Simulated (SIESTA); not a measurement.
# Convergence study of the k-point mesh for Pd (Fm-3m, 1 atom in the cell)

```yaml
crystal:
  lattice:
    - [0.00000, 1.95084, 1.95084]
    - [1.95084, 0.00000, 1.95084]
    - [1.95084, 1.95084, 0.00000]
  atoms:
    - { symbol: Pd, position: [0.00000, 0.00000, 0.00000] }
```

Level of theory: GGA PBE, numerical atomic orbitals DZP, PseudoDojo PBE standard norm-conserving potentials (rewritten from UPF to PSML) (SIESTA).

Base settings: XC.functional = GGA; XC.authors = PBE; potentials = PseudoDojo PBE standard; PAO.BasisSize = DZP; PAO.EnergyShift = 0.005 Ry; MeshCutoff = 350 Ry; kgrid.MonkhorstPack = 7 7 7; OccupationFunction = FD; ElectronicTemperature = 1160.45 K; MaxSCFIterations = 150.

Only quantities that move along the ladder and can be compared are tabulated.

The starting cell has typed, rounded lattice constants, without a prior relaxation at this level. Its lattice was rescaled by up to half a per cent. Spin polarisation is off. Values carry the incompleteness of an atom-centred basis. In the base run, with a pressure of about 8 GPa the cell is away from its equilibrium volume at this level.

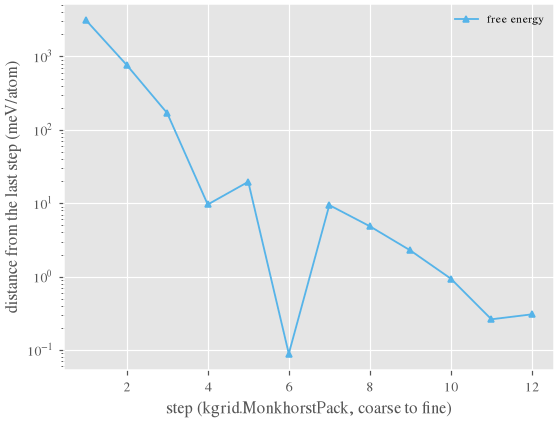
Figure: Distance from the last step along the ladder; very small values are drawn at a floor.

```csv
kgrid.MonkhorstPack,free energy less the last step's (meV/atom),pressure (GPa)
2 2 2,3096.96,66.75
3 3 3,765.44,20.33
4 4 4,-168.67,7.17
6 6 6,9.60,6.96
7 7 7,-19.58,8.11
9 9 9,0.09,7.51
11 11 11,9.43,8.02
14 14 14,4.85,7.91
17 17 17,2.27,7.81
21 21 21,-0.94,7.68
23 23 23,0.26,7.71
28 28 28,0.31,7.74
35 35 35,0.00,7.72
```

Coarsest kgrid.MonkhorstPack that holds the pressure within 0.1 GPa of the last step, with all finer ones: 17 17 17; the step before is off by 0.20 GPa.

Coarsest kgrid.MonkhorstPack that holds the free energy within 2 meV/atom of the last step, with all finer ones: 21 21 21; the step before is off by 2.3 meV/atom.
